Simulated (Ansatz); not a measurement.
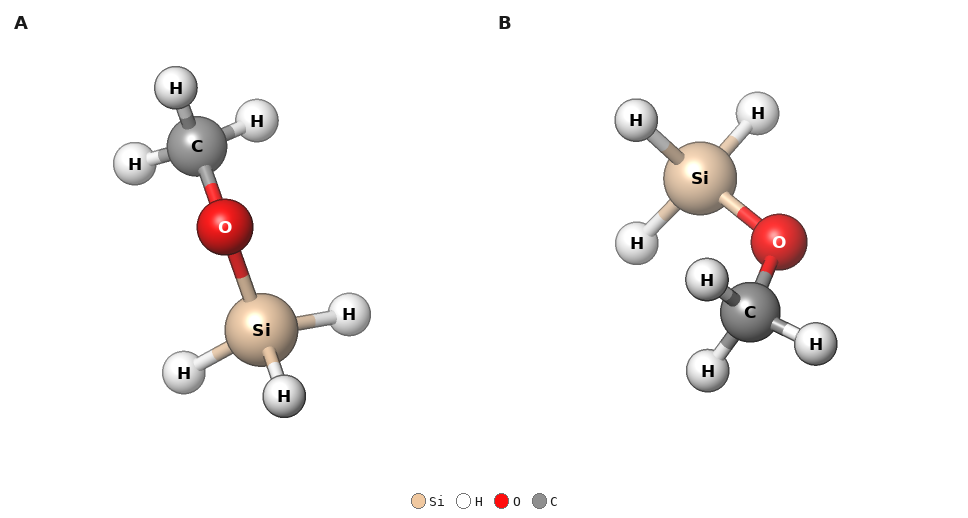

Distant atoms are faded towards the background colour. The computed structure is the end point of a PBE0-D4/def2-TZVP optimisation.

Q: How are A and B related: the same structure turned, mirror images, conformers, diastereomers or constitutional isomers?

A: They are the same structure, CH6OSi, seen from two directions. With point group Cs it is achiral, so its mirror image would be the same too.
